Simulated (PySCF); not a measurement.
Run report: C₃H₈O₂, excited-state calculation

- system: C₃H₈O₂, SMILES OCCCO
- method: TDDFT CAM-B3LYP/def2-SVPD, vertical, gas phase, core orbitals frozen in the response (PySCF 2.14.0)

The geometry comes from this level: PBE0-D3(BJ)/def2-SVP.

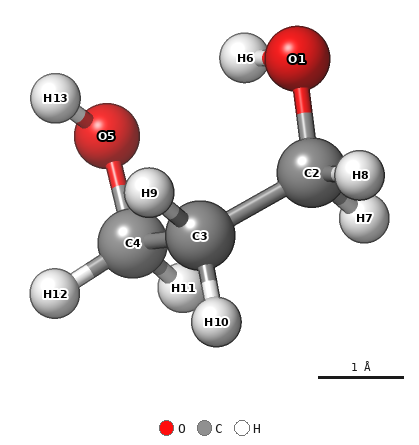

*The input geometry (ball-and-stick view, seen at a tilt; atoms are numbered from 1 in the order of the input).*

Bond lengths as drawn: C–C 1.52 Å, C–H 1.10 to 1.11 Å, C–O 1.40 to 1.42 Å and H–O 0.96 to 0.97 Å.

Summary:

| quantity | value |
| --- | --- |
| outcome | converged |
| total energy | −269.274843 hartree |
| HOMO | −9.11 eV |
| LUMO | 1.01 eV |
| dipole moment | 2.87 D |
| mean polarisability | 48.39 a.u. |
| lowest excitation | 7.08 eV |
| hardware | 1 CPU thread, shared host |
| wall time | 33 s |
| peak memory | 0.78 GiB |

Input file:
```
{"job": {"kind": "uv", "xc": "CAM-B3LYP", "basis": "def2-SVPD", "dynamic": true, "nstates": 6, "ntriplets": 0}, "charge": 0, "multiplicity": 1}
O     -1.240601     1.458736     0.119928
C     -1.150066     0.295891    -0.651193
C      0.270039    -0.248287    -0.742414
C      0.819907    -0.708259     0.597735
O      0.830776     0.319412     1.571502
H     -0.772638     1.266972     0.946323
H     -1.814318    -0.508141    -0.264201
H     -1.518079     0.541742    -1.660833
H      0.927577     0.533653    -1.164982
H      0.300014    -1.097983    -1.446109
H      0.178278    -1.503206     1.011925
H      1.829265    -1.145027     0.475467
H      1.469300     0.986030     1.292938
```

The first line tells a small driver script what to run in PySCF; the rest is the geometry in Å.

Launched with:
```bash
OMP_NUM_THREADS=1 python <driver script> task.json out
```

Output:
```
coarse grid: 10392 points
cycle   1  E = -269.0989559702  dE =  5.644e-01  |g| = 7.773e-01  |ddm| = 4.307e+00
cycle   2  E = -269.0474324845  dE =  5.152e-02  |g| = 9.702e-01  |ddm| = 1.601e+00
cycle   3  E = -269.2144892053  dE = -1.671e-01  |g| = 5.537e-02  |ddm| = 8.100e-01
cycle   4  E = -269.2150550657  dE = -5.659e-04  |g| = 1.937e-02  |ddm| = 9.356e-02
cycle   5  E = -269.2151410970  dE = -8.603e-05  |g| = 6.251e-03  |ddm| = 3.796e-02
cycle   6  E = -269.2151500423  dE = -8.945e-06  |g| = 1.062e-03  |ddm| = 9.081e-03
final grid: 99016 points
cycle   7  E = -269.2748400892  dE = -3.374e-05  |g| = 3.282e-03  |ddm| = 5.648e-02
cycle   8  E = -269.2748403787  dE = -2.896e-07  |g| = 3.309e-03  |ddm| = 8.905e-03
cycle   9  E = -269.2748427191  dE = -2.340e-06  |g| = 3.951e-04  |ddm| = 3.460e-03
cycle  10  E = -269.2748427419  dE = -2.281e-08  |g| = 2.211e-04  |ddm| = 5.644e-04
cycle  11  E = -269.2748427524  dE = -1.050e-08  |g| = 1.902e-05  |ddm| = 2.450e-04
cycle  12  E = -269.2748427525  dE = -1.293e-10  |g| = 8.988e-06  |ddm| = 4.539e-05
```

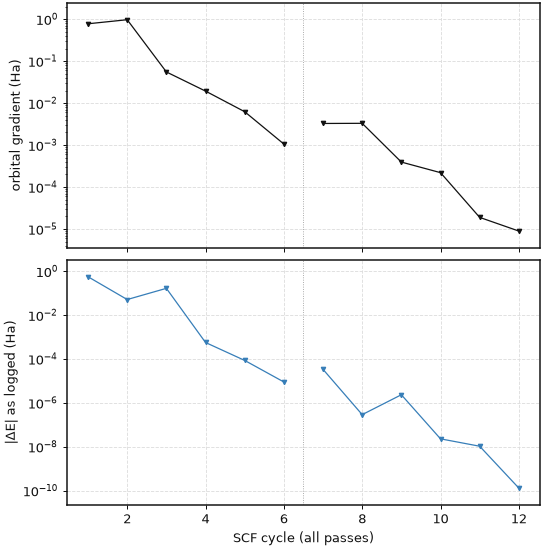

*Convergence of the self-consistent field: orbital gradient and size of the energy change against the SCF cycle. The dotted line marks the change from a coarse to the final integration grid.*

The first 6 cycles use a coarse grid, the final grid takes over at cycle 7, and the field converges after 12 cycles in all.

```
converged SCF energy = -269.2748427525

Static polarisability (au): isotropic 48.393, principal 44.818 49.453 50.908

Singlet excitations
state   eV       nm        f      main configurations
  1   7.0809    175.1   0.00580   H->L 0.45, H-1->L 0.42
  2   7.3818    168.0   0.01008   H-1->L 0.39, H->L 0.36, H->L+3 0.12
  3   7.9141    156.7   0.03585   H->L+1 0.83
  4   8.1461    152.2   0.00753   H->L+2 0.61, H->L+3 0.11, H->L 0.08
  5   8.2758    149.8   0.01515   H-1->L+1 0.66, H->L+2 0.10, H->L+3 0.09
  6   8.5107    145.7   0.02495   H->L+3 0.36, H->L+2 0.16, H-1->L+1 0.14
```

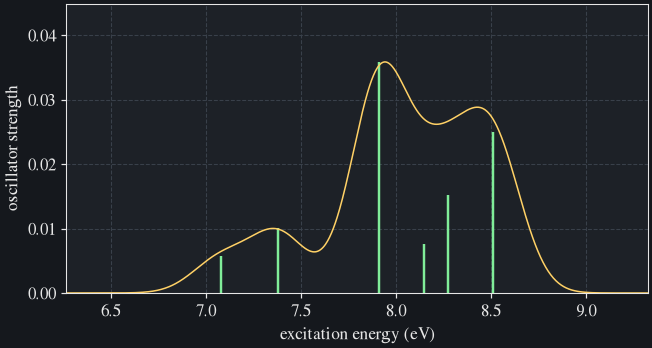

*Computed excitations as sticks (degenerate states added up, dark ones marked on the axis), with a Gaussian envelope of 0.35 eV full width at half maximum, scaled to the tallest.*

Of the 6 states the lowest lies at 7.08 eV (f = 0.006); the strongest line is at 7.91 eV, or 157 nm (f = 0.036).

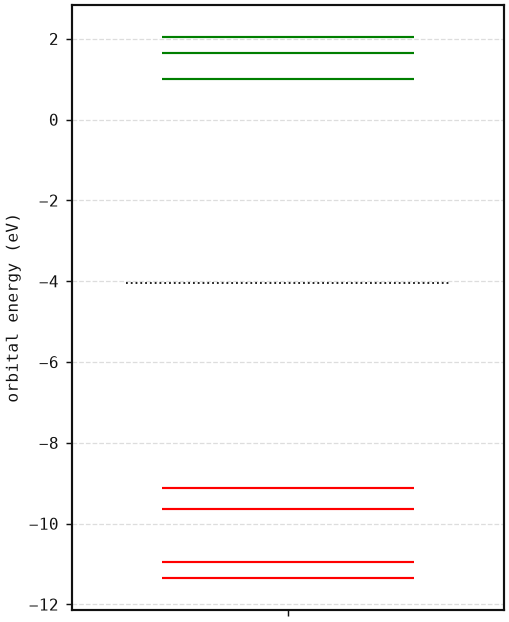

*Orbital energies near the frontier; the dotted line parts filled from empty levels, and levels within 0.02 eV of each other stand side by side.*

Highest filled −9.11 eV, lowest empty 1.01 eV, 10.12 eV apart.
